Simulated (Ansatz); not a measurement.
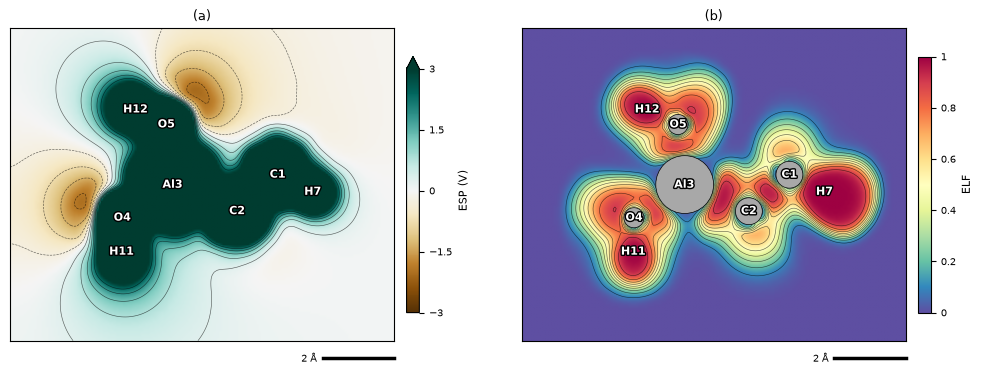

*C2H7AlO2 (SMILES C[CH2][Al]([OH])[OH]). (a) molecular electrostatic potential; (b) electron localisation function on the plane of atoms C2, Al3 and O5. Grey discs cover the atomic cores in the ELF map.*

Geometry: PBE0-D4/def2-TZVP.

Method: RKS PBE0-D4/def2-TZVPP (Ansatz).

```yaml
atoms:
  - { symbol: C, position_ang: [-1.6070, -0.5532, 0.5553] }
  - { symbol: C, position_ang: [-0.5179, -0.5698, -0.5184] }
  - { symbol: Al, position_ang: [1.0686, 0.4898, -0.1194] }
  - { symbol: O, position_ang: [2.4098, 0.6331, -1.1543] }
  - { symbol: O, position_ang: [1.1435, 1.3336, 1.3490] }
  - { symbol: H, position_ang: [-1.9725, 0.4591, 0.7420] }
  - { symbol: H, position_ang: [-2.4678, -1.1663, 0.2717] }
  - { symbol: H, position_ang: [-1.2358, -0.9309, 1.5108] }
  - { symbol: H, position_ang: [-0.1951, -1.6003, -0.7151] }
  - { symbol: H, position_ang: [-0.9248, -0.2219, -1.4765] }
  - { symbol: H, position_ang: [2.4781, 0.2043, -2.0046] }
  - { symbol: H, position_ang: [1.8979, 1.8673, 1.5935] }
```

> Interpret the plot.

- Atoms in the plane: C, Al, O and H.
- C–C (1.53 Å): the ELF peaks at about 0.95 between the atoms; localised, covalent bonding.
- Al–O (1.70 Å): the ELF peaks at about 0.90 in the valence shell of O, 0.6 Å from its nucleus, and is about 0.50 at the midpoint.
- C–Al (1.95 Å): the ELF peaks at about 0.95 between the atoms; a polar covalent bond.
- O–H (0.95 Å): the ELF climbs to about 1 towards the hydrogen, as it does in any bond to H (a covalent bond by its length).
- C–H (1.09 Å): the ELF climbs to about 1 towards the hydrogen: a covalent bond by its length.
- The ELF also peaks beside O4 and O5, away from the bonds: lone-pair regions.
- Outside the dense part of the molecule the potential is most negative (−2.1 V) near O5.
